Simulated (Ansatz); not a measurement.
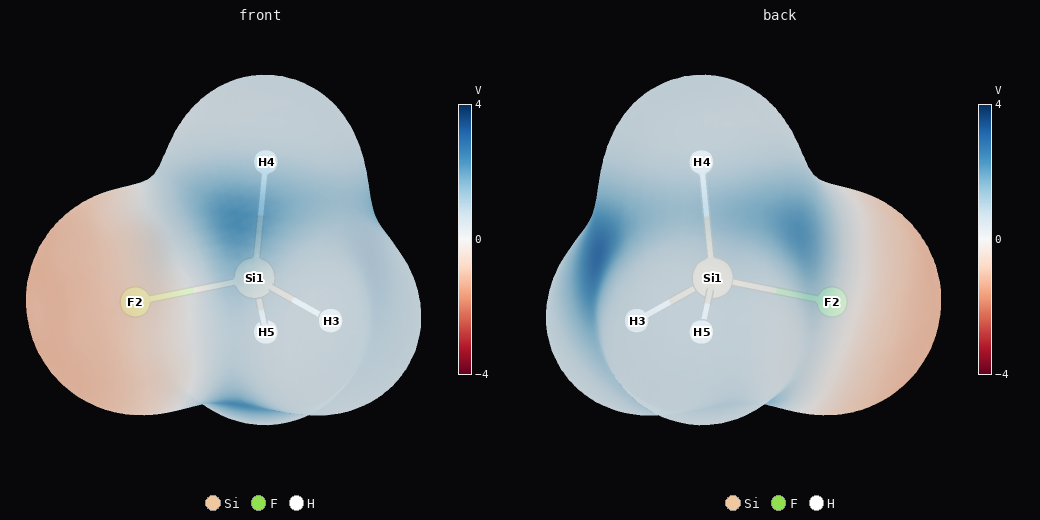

*FH3Si. The molecular electrostatic potential painted on the density surface at 0.004 e/bohr³, seen from the front and from behind; red is negative and blue positive.*

These are results of Ansatz 0.2.0, RKS PBE0-D4/def2-SVPD, not measurements.

```yaml
atoms:
  - { symbol: Si, position_ang: [0.2462, 0.0000, 0.1192] }
  - { symbol: F, position_ang: [0.3147, 0.0000, 1.7589] }
  - { symbol: H, position_ang: [1.6425, 0.0000, -0.3920] }
  - { symbol: H, position_ang: [-0.4802, 1.2268, -0.3032] }
  - { symbol: H, position_ang: [-0.4802, -1.2268, -0.3032] }
```

Question: Describe the electrostatic potential map.

Answer: The most negative region (about −1.1 V) lies over F2, the most positive (about +3.0 V) over Si1.
